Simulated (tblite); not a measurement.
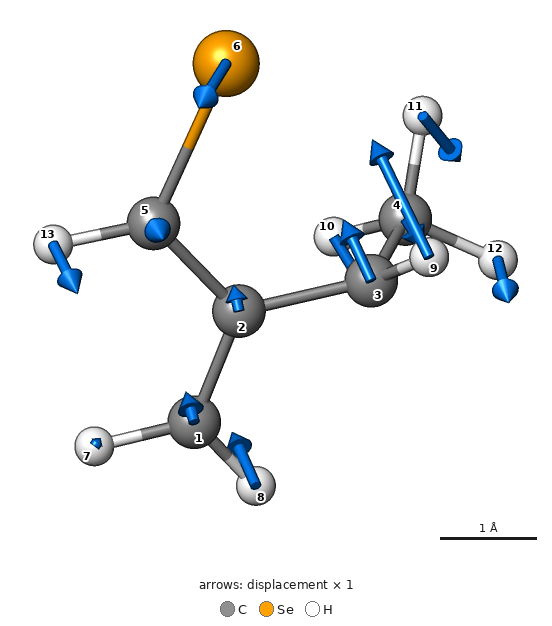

This is a relaxation of C5H7Se (multiplicity 2). The starting structure is drawn; blue arrows show the displacements, at their true length. The two geometries are superimposed by the best rigid fit.

Style: ball-and-stick. Shown from a free direction.

The calculation used GFN2-xTB geometry optimisation, gas phase in tblite. 

What happened in the run?

Answer. The largest move after the best rigid fit is that of H9, 1.45 Å. Largest moves by element: H 1.45 Å, Se 0.92 Å, C 0.75 Å. Some distances before and after: C5–Se6 1.966 → 1.764 Å, C2–C3 1.438 → 1.395 Å, C4–H10 1.129 → 1.087 Å, C1–C2 1.347 → 1.385 Å. Among the angles between lasting bonds that change: C2–C5–Se6 118.0° → 128.2°, C2–C3–C4 117.2° → 126.3°, C2–C5–H13 122.5° → 114.7°. Over 77 geometry steps the energy falls by 110.3 kJ/mol. The run took 0.33 s on 1 thread of Arm Neoverse V2 (shared host).
